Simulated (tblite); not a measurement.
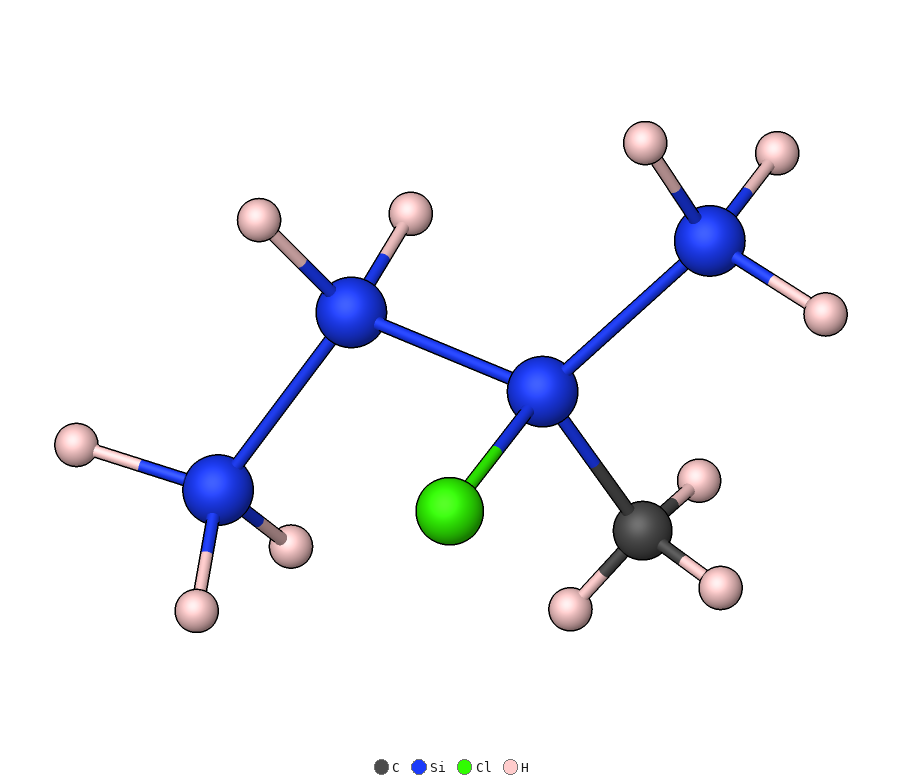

(Drawn from a calculation with tblite.)

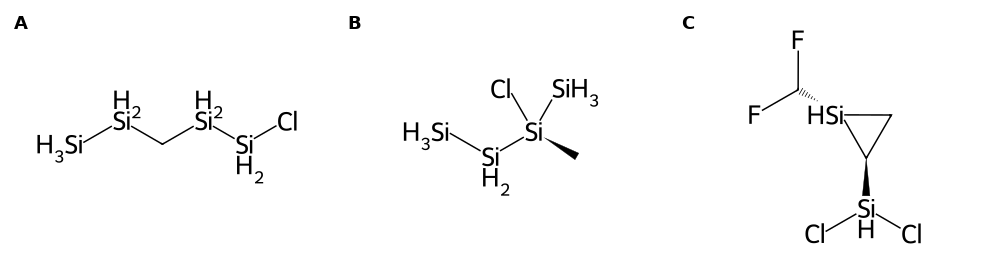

**Which structural formula matches the 3D model?**

B, `C[Si@]([SiH3])(Cl)[SiH2][SiH3]`.
